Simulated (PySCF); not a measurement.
**InGa (triplet): basis, grid and Hamiltonian**

Which parts of the numerical set-up matter for InGa (triplet)? Each run edits the base script.

Computed with PySCF 2.14.0. Level: each script names its method and basis.

2 further runs of the same task are left out: 2 for a known fault of the program.

## (1) Starting geometry

InGa (triplet): 2 atoms, charge 0, spin multiplicity 3.

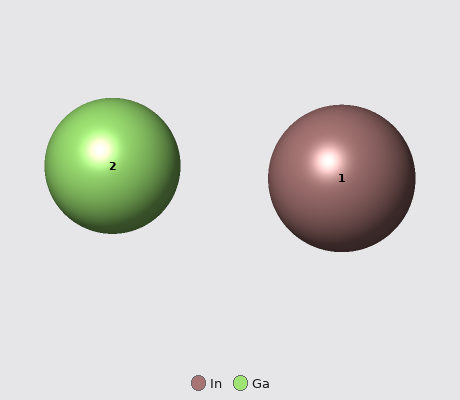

The starting geometry (indium brown, gallium green); atoms are numbered from 1 in the order of the file.

## (2) Base script

input.py

```python
from pyscf import gto, scf

mol = gto.M(
    atom='In 0 0 0; Ga 0 0 2.465',
    basis='sbkjc',
    ecp={'In': 'sbkjc', 'Ga': 'sbkjc'},
    charge=0,
    spin=2,
    verbose=4,
)
mf = scf.UHF(mol)
mf.kernel()
mf.stability(internal=True, external=True)
mf.dip_moment()
print('orbital energies (hartree):', [e[max(0, n-3):n+3].round(4) for e, n in zip(mf.mo_energy, mol.nelec)])
```

Started as:

```sh
> OMP_NUM_THREADS=1 python input.py
```

The log of this run is left out.

In short: E(SCF) = -445.377445 Eh, ⟨S²⟩ = 2.128, μ = 0.86 D, internal unstable; real -> complex stable; UHF/UKS -> GHF/GKS unstable.

The bond length is a typed value, not an optimised one. A lower solution of the same kind exists, so this energy is an upper bound. The triplet is typed in the script; nothing here shows that it is the ground state.

## (3) 3-21g (core potential off)

Edit 1 changes basis set: sbkjc → 3-21g; core potential: on → off. The core potential changes with it: totals don't compare.

input.py: that of step 2 with these lines changed.

```diff
@@ -4,4 +4,3 @@
     atom='In 0 0 0; Ga 0 0 2.465',
-    basis='sbkjc',
-    ecp={'In': 'sbkjc', 'Ga': 'sbkjc'},
+    basis='3-21g',
     charge=0,
```

Started as:

```sh
> OMP_NUM_THREADS=1 python input.py
```

The log of the run:

```text
PySCF version 2.14.0

[INPUT] verbose = 4
[INPUT] num. atoms = 2
[INPUT] num. electrons = 80
[INPUT] charge = 0
[INPUT] spin (= nelec alpha-beta = 2S) = 2
[INPUT] symmetry False subgroup None
[INPUT] Mole.unit = angstrom
[INPUT] Symbol           X                Y                Z      unit          X                Y                Z       unit  Magmom
[INPUT]  1 In     0.000000000000   0.000000000000   0.000000000000 AA    0.000000000000   0.000000000000   0.000000000000 Bohr   0.0
[INPUT]  2 Ga     0.000000000000   0.000000000000   2.465000000000 AA    0.000000000000   0.000000000000   4.658174897053 Bohr   0.0

nuclear repulsion = 326.093380684576
number of shells = 23
number of NR pGTOs = 135
number of NR cGTOs = 53
basis = 3-21g
ecp = {}

******** <class 'pyscf.scf.uhf.UHF'> ********
method = UHF
initial guess = minao
damping factor = 0
level_shift factor = 0
DIIS = <class 'pyscf.scf.diis.CDIIS'>
diis_start_cycle = 1
diis_space = 8
diis_damp = 0
SCF conv_tol = 1e-09
SCF conv_tol_grad = None
SCF max_cycles = 50
direct_scf = True
direct_scf_tol = 1e-13
number electrons alpha = 41  beta = 39
Set gradient conv threshold to 3.16228e-05
init E= -7615.02828666189
[... the frontier-level lines of each cycle are left out ...]

cycle= 1 E= -7628.51130741983  delta_E= -13.5  |g|= 0.0814  |ddm|= 1.18
cycle= 2 E= -7628.51658784791  delta_E= -0.00528  |g|= 0.0169  |ddm|= 0.341
cycle= 3 E= -7628.51721433734  delta_E= -0.000626  |g|= 0.00674  |ddm|= 0.144
cycle= 4 E= -7628.51731974413  delta_E= -0.000105  |g|= 0.00273  |ddm|= 0.0611
cycle= 5 E= -7628.51735097313  delta_E= -3.12e-05  |g|= 0.00161  |ddm|= 0.0295
cycle= 6 E= -7628.51737476971  delta_E= -2.38e-05  |g|= 0.00159  |ddm|= 0.0125
cycle= 7 E= -7628.51737495912  delta_E= -1.89e-07  |g|= 0.00159  |ddm|= 8.26e-05
cycle= 8 E= -7628.51729970377  delta_E= 7.53e-05  |g|= 0.00124  |ddm|= 0.0381
cycle= 9 E= -7628.51723665112  delta_E= 6.31e-05  |g|= 0.000644  |ddm|= 0.0608
cycle= 10 E= -7628.51722927177  delta_E= 7.38e-06  |g|= 0.000316  |ddm|= 0.0268
cycle= 11 E= -7628.51722907157  delta_E= 2e-07  |g|= 0.00011  |ddm|= 0.0114
cycle= 12 E= -7628.51722913717  delta_E= -6.56e-08  |g|= 2.85e-05  |ddm|= 0.00173
cycle= 13 E= -7628.51722913932  delta_E= -2.15e-09  |g|= 5.5e-06  |ddm|= 0.000582
cycle= 14 E= -7628.51722913941  delta_E= -8.37e-11  |g|= 2e-06  |ddm|= 4.96e-05
Extra cycle  E= -7628.51722913942  delta_E= -1.09e-11  |g|= 8.53e-07  |ddm|= 9.64e-06
converged SCF energy = -7628.51722913942  <S^2> = 2.0206744  2S+1 = 3.0137514
uhf_internal: lowest eigs of H = [-0.02897758 -0.00584264 -0.00584014]
<class 'pyscf.scf.uhf.UHF'> wavefunction has an internal instability
uhf_real2complex: lowest eigs of H = [0.00694045 0.00694124 0.03782753]
<class 'pyscf.scf.uhf.UHF'> wavefunction is stable in the real -> complex stability analysis
uhf_external: lowest eigs of H = [-0.01610355 -0.00636512 -0.00634627]
<class 'pyscf.scf.uhf.UHF'> wavefunction has an UHF/UKS -> GHF/GKS instability
Dipole moment(X, Y, Z, Debye):  0.00000, -0.00000, -0.33931
orbital energies (hartree): [array([-0.3366, -0.2276, -0.2276, -0.0178,  0.0337,  0.0337]), array([-1.0687, -0.4709, -0.2941, -0.0057,  0.0166,  0.0166])]
```

It took 2.3 s on 1 thread of Arm Neoverse V1, shared host.

Outcome: E(SCF) = -7628.517229 Eh, 14 cycles, ⟨S²⟩ = 2.021, μ = 0.34 D, internal unstable; real -> complex stable; UHF/UKS -> GHF/GKS unstable.

No relativity is included for the heavy element.

## (4) Ano-rcc-vdzp (core potential off, X2C on)

Edit 2 changes basis set: sbkjc → ano-rcc-vdzp; core potential: on → off; spin-free X2C: off → on. The core potential changes with it: totals don't compare.

input.py: that of step 2 with these lines changed.

```diff
@@ -4,4 +4,3 @@
     atom='In 0 0 0; Ga 0 0 2.465',
-    basis='sbkjc',
-    ecp={'In': 'sbkjc', 'Ga': 'sbkjc'},
+    basis='ano-rcc-vdzp',
     charge=0,
@@ -11,2 +10,3 @@
 mf = scf.UHF(mol)
+mf = mf.sfx2c1e()
 mf.kernel()
```

Started as:

```sh
> OMP_NUM_THREADS=1 python input.py
```

The log of the run:

```text
PySCF version 2.14.0

[INPUT] verbose = 4
[INPUT] num. atoms = 2
[INPUT] num. electrons = 80
[INPUT] charge = 0
[INPUT] spin (= nelec alpha-beta = 2S) = 2
[INPUT] symmetry False subgroup None
[INPUT] Mole.unit = angstrom
[INPUT] Symbol           X                Y                Z      unit          X                Y                Z       unit  Magmom
[INPUT]  1 In     0.000000000000   0.000000000000   0.000000000000 AA    0.000000000000   0.000000000000   0.000000000000 Bohr   0.0
[INPUT]  2 Ga     0.000000000000   0.000000000000   2.465000000000 AA    0.000000000000   0.000000000000   4.658174897053 Bohr   0.0

nuclear repulsion = 326.093380684576
number of shells = 7
number of NR pGTOs = 305
number of NR cGTOs = 70
basis = ano-rcc-vdzp
ecp = {}

******** <class 'pyscf.x2c.sfx2c1e.sfX2C1eUHF'> ********
method = sfX2C1eUHF
initial guess = minao
damping factor = 0
level_shift factor = 0
DIIS = <class 'pyscf.scf.diis.CDIIS'>
diis_start_cycle = 1
diis_space = 8
diis_damp = 0
SCF conv_tol = 1e-09
SCF conv_tol_grad = None
SCF max_cycles = 50
direct_scf = True
direct_scf_tol = 1e-13
number electrons alpha = 41  beta = 39

******** <class 'pyscf.x2c.sfx2c1e.SpinFreeX2CHelper'> ********
approx = 1e
xuncontract = 1
Set gradient conv threshold to 3.16228e-05
init E= -7820.51689478801
[... the frontier-level lines of each cycle are left out ...]

cycle= 1 E= -7820.3737132505  delta_E= 0.143  |g|= 0.115  |ddm|= 1.16
cycle= 2 E= -7820.37999929412  delta_E= -0.00629  |g|= 0.088  |ddm|= 0.172
cycle= 3 E= -7820.3816282035  delta_E= -0.00163  |g|= 0.0126  |ddm|= 0.0456
cycle= 4 E= -7820.38184831176  delta_E= -0.00022  |g|= 0.00612  |ddm|= 0.0434
cycle= 5 E= -7820.38191235352  delta_E= -6.4e-05  |g|= 0.00312  |ddm|= 0.0205
cycle= 6 E= -7820.38196122676  delta_E= -4.89e-05  |g|= 0.00223  |ddm|= 0.0192
cycle= 7 E= -7820.38200810927  delta_E= -4.69e-05  |g|= 0.00172  |ddm|= 0.0218
cycle= 8 E= -7820.38203691722  delta_E= -2.88e-05  |g|= 0.00161  |ddm|= 0.0151
cycle= 9 E= -7820.38205524719  delta_E= -1.83e-05  |g|= 0.00159  |ddm|= 0.00956
cycle= 10 E= -7820.382074716  delta_E= -1.95e-05  |g|= 0.00156  |ddm|= 0.0103
cycle= 11 E= -7820.38213827024  delta_E= -6.36e-05  |g|= 0.0015  |ddm|= 0.0346
cycle= 12 E= -7820.38233048613  delta_E= -0.000192  |g|= 0.00118  |ddm|= 0.126
cycle= 13 E= -7820.38236667077  delta_E= -3.62e-05  |g|= 0.000846  |ddm|= 0.0348
cycle= 14 E= -7820.38240121264  delta_E= -3.45e-05  |g|= 0.00113  |ddm|= 0.0918
cycle= 15 E= -7820.38239428601  delta_E= 6.93e-06  |g|= 0.000535  |ddm|= 0.0515
cycle= 16 E= -7820.38239634565  delta_E= -2.06e-06  |g|= 0.000919  |ddm|= 0.07
cycle= 17 E= -7820.38240208193  delta_E= -5.74e-06  |g|= 0.00049  |ddm|= 0.0142
cycle= 18 E= -7820.38240406503  delta_E= -1.98e-06  |g|= 0.000155  |ddm|= 0.0102
cycle= 19 E= -7820.38240438193  delta_E= -3.17e-07  |g|= 8.74e-06  |ddm|= 0.00631
cycle= 20 E= -7820.38240438181  delta_E= 1.16e-10  |g|= 6.25e-06  |ddm|= 0.000306
Extra cycle  E= -7820.38240438189  delta_E= -7.64e-11  |g|= 4.12e-06  |ddm|= 1.78e-05
converged SCF energy = -7820.38240438189  <S^2> = 2.0863806  2S+1 = 3.0570447
uhf_internal: lowest eigs of H = [-0.00638108 -0.00636604  0.03323821]
<class 'pyscf.x2c.sfx2c1e.sfX2C1eUHF'> wavefunction has an internal instability
uhf_real2complex: lowest eigs of H = [0.00824757 0.00824982 0.03839312]
<class 'pyscf.x2c.sfx2c1e.sfX2C1eUHF'> wavefunction is stable in the real -> complex stability analysis
uhf_external: lowest eigs of H = [-1.02142454e-03 -9.99121521e-04  3.03687524e-06]
<class 'pyscf.x2c.sfx2c1e.sfX2C1eUHF'> wavefunction has an UHF/UKS -> GHF/GKS instability
Dipole moment(X, Y, Z, Debye):  0.00000,  0.00000, -0.51561
orbital energies (hartree): [array([-0.363 , -0.2296, -0.2296, -0.0121,  0.0455,  0.0455]), array([-1.0251, -0.4851, -0.3228,  0.008 ,  0.02  ,  0.02  ])]
```

Wall time 17 s (1 thread of Arm Neoverse V1, shared host); peak memory 0.18 GiB.

Result: E(SCF) = -7820.382404 Eh, ⟨S²⟩ = 2.086, μ = 0.52 D, internal unstable; real -> complex stable; UHF/UKS -> GHF/GKS unstable.

## (5) Density fitting auto

Edit 3 changes density fitting: none → auto.

input.py: that of step 2 with these lines changed.

```diff
@@ -11,2 +11,3 @@
 mf = scf.UHF(mol)
+mf = mf.density_fit()
 mf.kernel()
```

Started as:

```sh
> OMP_NUM_THREADS=1 python input.py
```

The log of the run:

```text
PySCF version 2.14.0

[INPUT] verbose = 4
[INPUT] num. atoms = 2
[INPUT] num. electrons = 42
[INPUT] charge = 0
[INPUT] spin (= nelec alpha-beta = 2S) = 2
[INPUT] symmetry False subgroup None
[INPUT] Mole.unit = angstrom
[INPUT] Symbol           X                Y                Z      unit          X                Y                Z       unit  Magmom
[INPUT]  1 In     0.000000000000   0.000000000000   0.000000000000 AA    0.000000000000   0.000000000000   0.000000000000 Bohr   0.0
[INPUT]  2 Ga     0.000000000000   0.000000000000   2.465000000000 AA    0.000000000000   0.000000000000   4.658174897053 Bohr   0.0

nuclear repulsion = 94.6722718116511
number of shells = 22
number of NR pGTOs = 119
number of NR cGTOs = 62
basis = sbkjc
ecp = {'In': 'sbkjc', 'Ga': 'sbkjc'}

******** <class 'pyscf.df.df_jk.DFUHF'> ********
method = DFUHF
initial guess = minao
damping factor = 0
level_shift factor = 0
DIIS = <class 'pyscf.scf.diis.CDIIS'>
diis_start_cycle = 1
diis_space = 8
diis_damp = 0
SCF conv_tol = 1e-09
SCF conv_tol_grad = None
SCF max_cycles = 50
direct_scf = False
number electrons alpha = 22  beta = 20
Set gradient conv threshold to 3.16228e-05
******** <class 'pyscf.df.df.DF'> ********
auxbasis = None
ETB for Ga: l = 0, exps = 0.14922 * 2^n , n = 0..10
ETB for Ga: l = 1, exps = 0.14922 * 2^n , n = 0..10
ETB for Ga: l = 2, exps = 0.14922 * 2^n , n = 0..10
ETB for Ga: l = 3, exps = 0.34146816542688135 * 2^n , n = 0..9
ETB for Ga: l = 4, exps = 0.7814 * 2^n , n = 0..7
ETB for In: l = 0, exps = 0.16534 * 2^n , n = 0..6
ETB for In: l = 1, exps = 0.16534 * 2^n , n = 0..8
ETB for In: l = 2, exps = 0.16534 * 2^n , n = 0..9
ETB for In: l = 3, exps = 0.301776857959652 * 2^n , n = 0..7
ETB for In: l = 4, exps = 0.5508 * 2^n , n = 0..5

WARN: Even tempered Gaussians are generated as DF auxbasis for  Ga In

init E= -405.976240954128

[... the frontier-level lines of each cycle are left out ...]

cycle= 1 E= -396.355011876398  delta_E= 9.62  |g|= 11.1  |ddm|= 15.6
cycle= 2 E= -356.533547146483  delta_E= 39.8  |g|= 18.5  |ddm|= 17.8
cycle= 3 E= -435.318055897067  delta_E= -78.8  |g|= 7.13  |ddm|= 7.35
cycle= 4 E= -442.881150586243  delta_E= -7.56  |g|= 3.01  |ddm|= 4.45
cycle= 5 E= -444.874368574886  delta_E= -1.99  |g|= 0.927  |ddm|=  2.8
cycle= 6 E= -445.259757536928  delta_E= -0.385  |g|= 0.396  |ddm|=  1.3
cycle= 7 E= -445.370814666796  delta_E= -0.111  |g|= 0.0578  |ddm|= 0.526
cycle= 8 E= -445.375916645371  delta_E= -0.0051  |g|= 0.0206  |ddm|= 0.145
cycle= 9 E= -445.376631868184  delta_E= -0.000715  |g|= 0.00904  |ddm|= 0.0596
cycle= 10 E= -445.37685621718  delta_E= -0.000224  |g|= 0.00347  |ddm|= 0.0345
[... 5 lines of further cycles left out ...]
cycle= 16 E= -445.377316566872  delta_E= -0.000178  |g|= 0.00309  |ddm|= 0.189
cycle= 17 E= -445.377238781084  delta_E= 7.78e-05  |g|= 0.00166  |ddm|= 0.146
cycle= 18 E= -445.377366960597  delta_E= -0.000128  |g|= 0.000495  |ddm|= 0.108
cycle= 19 E= -445.377367686096  delta_E= -7.25e-07  |g|= 0.00024  |ddm|= 0.00233
cycle= 20 E= -445.37736755481  delta_E= 1.31e-07  |g|= 0.000178  |ddm|= 0.00184
cycle= 21 E= -445.377367891779  delta_E= -3.37e-07  |g|= 9.42e-05  |ddm|= 0.00279
cycle= 22 E= -445.377367975713  delta_E= -8.39e-08  |g|= 3.09e-05  |ddm|= 0.00161
cycle= 23 E= -445.377367981145  delta_E= -5.43e-09  |g|= 1.35e-05  |ddm|= 0.000201
cycle= 24 E= -445.37736798365  delta_E= -2.5e-09  |g|= 4.71e-06  |ddm|= 0.000257
cycle= 25 E= -445.377367983378  delta_E= 2.72e-10  |g|= 5.9e-06  |ddm|= 0.000355
Extra cycle  E= -445.377367983488  delta_E= -1.1e-10  |g|= 4.17e-06  |ddm|= 1.61e-05
converged SCF energy = -445.377367983488  <S^2> = 2.1275909  2S+1 = 3.0838877
uhf_internal: lowest eigs of H = [-0.0081997  -0.00819621  0.03757059]
<class 'pyscf.df.df_jk.DFUHF'> wavefunction has an internal instability
uhf_real2complex: lowest eigs of H = [0.0111692  0.01117044 0.04349924]
<class 'pyscf.df.df_jk.DFUHF'> wavefunction is stable in the real -> complex stability analysis
uhf_external: lowest eigs of H = [-4.90351247e-03 -4.88502225e-03  7.57185601e-07]
<class 'pyscf.df.df_jk.DFUHF'> wavefunction has an UHF/UKS -> GHF/GKS instability
Dipole moment(X, Y, Z, Debye): -0.00000, -0.00000, -0.85845
orbital energies (hartree): [array([-0.3499, -0.225 , -0.225 ,  0.0005,  0.0567,  0.0567]), array([-1.0142, -0.4679, -0.3136,  0.0187,  0.0405,  0.0405])]
```

Wall time 13 s (1 thread of Arm Neoverse V1, shared host).

Result: E(SCF) = -445.377368 Eh (+0.0021 eV from the base), ⟨S²⟩ = 2.128, μ = 0.86 D, internal unstable; real -> complex stable; UHF/UKS -> GHF/GKS unstable.

## (6) X2c-svpall (core potential off, X2C on)

Edit 4 changes basis set: sbkjc → x2c-svpall; core potential: on → off; spin-free X2C: off → on. The core potential changes with it: totals don't compare.

input.py: that of step 2 with these lines changed.

```diff
@@ -4,4 +4,3 @@
     atom='In 0 0 0; Ga 0 0 2.465',
-    basis='sbkjc',
-    ecp={'In': 'sbkjc', 'Ga': 'sbkjc'},
+    basis='x2c-svpall',
     charge=0,
@@ -11,2 +10,3 @@
 mf = scf.UHF(mol)
+mf = mf.sfx2c1e()
 mf.kernel()
```

Started as:

```sh
> OMP_NUM_THREADS=1 python input.py
```

The log of the run:

```text
PySCF version 2.14.0

[INPUT] verbose = 4
[INPUT] num. atoms = 2
[INPUT] num. electrons = 80
[INPUT] charge = 0
[INPUT] spin (= nelec alpha-beta = 2S) = 2
[INPUT] symmetry False subgroup None
[INPUT] Mole.unit = angstrom
[INPUT] Symbol           X                Y                Z      unit          X                Y                Z       unit  Magmom
[INPUT]  1 In     0.000000000000   0.000000000000   0.000000000000 AA    0.000000000000   0.000000000000   0.000000000000 Bohr   0.0
[INPUT]  2 Ga     0.000000000000   0.000000000000   2.465000000000 AA    0.000000000000   0.000000000000   4.658174897053 Bohr   0.0

nuclear repulsion = 326.093380684576
number of shells = 6
number of NR pGTOs = 179
number of NR cGTOs = 68
basis = x2c-svpall
ecp = {}

******** <class 'pyscf.x2c.sfx2c1e.sfX2C1eUHF'> ********
method = sfX2C1eUHF
initial guess = minao
damping factor = 0
level_shift factor = 0
DIIS = <class 'pyscf.scf.diis.CDIIS'>
diis_start_cycle = 1
diis_space = 8
diis_damp = 0
SCF conv_tol = 1e-09
SCF conv_tol_grad = None
SCF max_cycles = 50
direct_scf = True
direct_scf_tol = 1e-13
number electrons alpha = 41  beta = 39

******** <class 'pyscf.x2c.sfx2c1e.SpinFreeX2CHelper'> ********
approx = 1e
xuncontract = 1
Set gradient conv threshold to 3.16228e-05
init E= -7819.54157263241
[... the frontier-level lines of each cycle are left out ...]

cycle= 1 E= -7819.5559394076  delta_E= -0.0144  |g|= 0.129  |ddm|= 1.04
cycle= 2 E= -7819.56507368853  delta_E= -0.00913  |g|= 0.0912  |ddm|= 0.273
cycle= 3 E= -7819.56758352741  delta_E= -0.00251  |g|= 0.0157  |ddm|= 0.0844
cycle= 4 E= -7819.56820032236  delta_E= -0.000617  |g|= 0.00628  |ddm|= 0.0796
cycle= 5 E= -7819.5683355043  delta_E= -0.000135  |g|= 0.00345  |ddm|= 0.0342
cycle= 6 E= -7819.56840820182  delta_E= -7.27e-05  |g|= 0.00167  |ddm|= 0.0294
cycle= 7 E= -7819.56843214817  delta_E= -2.39e-05  |g|= 0.000866  |ddm|= 0.0181
cycle= 8 E= -7819.56843818536  delta_E= -6.04e-06  |g|= 0.00081  |ddm|= 0.00577
cycle= 9 E= -7819.56844317807  delta_E= -4.99e-06  |g|= 0.000794  |ddm|= 0.00477
cycle= 10 E= -7819.56845272406  delta_E= -9.55e-06  |g|= 0.000771  |ddm|= 0.00945
cycle= 11 E= -7819.56847068201  delta_E= -1.8e-05  |g|= 0.000735  |ddm|= 0.0188
cycle= 12 E= -7819.56851970372  delta_E= -4.9e-05  |g|= 0.000589  |ddm|= 0.0601
cycle= 13 E= -7819.56855546865  delta_E= -3.58e-05  |g|= 0.000389  |ddm|= 0.0709
cycle= 14 E= -7819.56855565072  delta_E= -1.82e-07  |g|= 0.000245  |ddm|= 0.00217
cycle= 15 E= -7819.56855994724  delta_E= -4.3e-06  |g|= 0.000299  |ddm|= 0.0494
cycle= 16 E= -7819.56856090758  delta_E= -9.6e-07  |g|= 4.6e-05  |ddm|= 0.0185
cycle= 17 E= -7819.56856091095  delta_E= -3.36e-09  |g|= 8.9e-05  |ddm|= 0.00937
cycle= 18 E= -7819.56856101833  delta_E= -1.07e-07  |g|= 7.81e-06  |ddm|= 0.00485
cycle= 19 E= -7819.56856101914  delta_E= -8.12e-10  |g|= 2.5e-06  |ddm|= 0.000548
Extra cycle  E= -7819.56856101915  delta_E= -1.36e-11  |g|= 1.56e-06  |ddm|= 9.86e-06
converged SCF energy = -7819.56856101915  <S^2> = 2.0592566  2S+1 = 3.0392477
uhf_internal: lowest eigs of H = [-0.01073185 -0.01072961  0.01914895]
<class 'pyscf.x2c.sfx2c1e.sfX2C1eUHF'> wavefunction has an internal instability
uhf_real2complex: lowest eigs of H = [0.00884947 0.00885026 0.04768693]
<class 'pyscf.x2c.sfx2c1e.sfX2C1eUHF'> wavefunction is stable in the real -> complex stability analysis
uhf_external: lowest eigs of H = [-8.05599210e-03  5.40838008e-07  3.58890836e-03]
<class 'pyscf.x2c.sfx2c1e.sfX2C1eUHF'> wavefunction has an UHF/UKS -> GHF/GKS instability
Dipole moment(X, Y, Z, Debye): -0.00000, -0.00000, -0.52554
orbital energies (hartree): [array([-0.357 , -0.2318, -0.2318, -0.0144,  0.0454,  0.0454]), array([-1.029 , -0.4771, -0.3236, -0.0014,  0.0282,  0.0282])]
```

It took 5.5 s on 1 thread of Arm Neoverse V1, shared host.

This run: E(SCF) = -7819.568561 Eh, ⟨S²⟩ = 2.059, μ = 0.53 D, internal unstable; real -> complex stable; UHF/UKS -> GHF/GKS unstable.

## (7) All runs together

```csv
run,E(SCF) (hartree),from base (eV),cycles,"gap, α spin (eV)",SCF dipole (D),functions,after the SCF
base,-445.377445,0,25,6.14,0.86,62,"unstable: internal, UHF/UKS -> GHF/GKS"
3-21g (core potential off),-7628.517229,not comparable,14,5.71,0.34,53,"unstable: internal, UHF/UKS -> GHF/GKS"
"ano-rcc-vdzp (core potential off, X2C on)",-7820.382404,not comparable,20,5.92,0.52,70,"unstable: internal, UHF/UKS -> GHF/GKS"
density fitting auto,-445.377368,+0.0021,25,6.14,0.86,62,"unstable: internal, UHF/UKS -> GHF/GKS"
"x2c-svpall (core potential off, X2C on)",-7819.568561,not comparable,19,5.92,0.53,68,"unstable: internal, UHF/UKS -> GHF/GKS"
```

Wall time on 1 thread of Arm Neoverse V1, shared host, start-up included: base 4 s; 3-21g (core potential off) 2.3 s; ano-rcc-vdzp (core potential off, X2C on) 17 s; density fitting auto 13 s; x2c-svpall (core potential off, X2C on) 5.5 s.

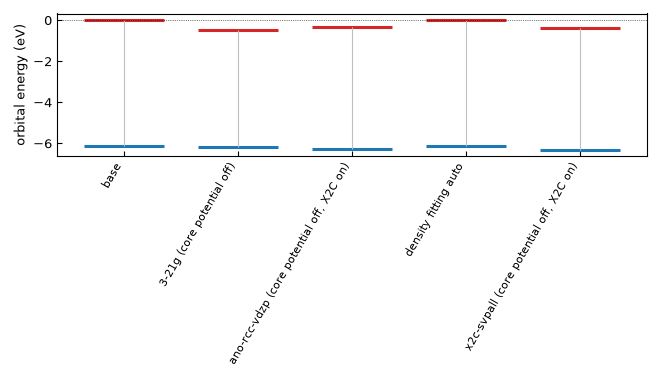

Frontier levels by run: filled blue, empty red. Open-shell runs show the α spin alone.

In words: The dearest run is “ano-rcc-vdzp (core potential off, X2C on)”, at 17 s against 4 s.
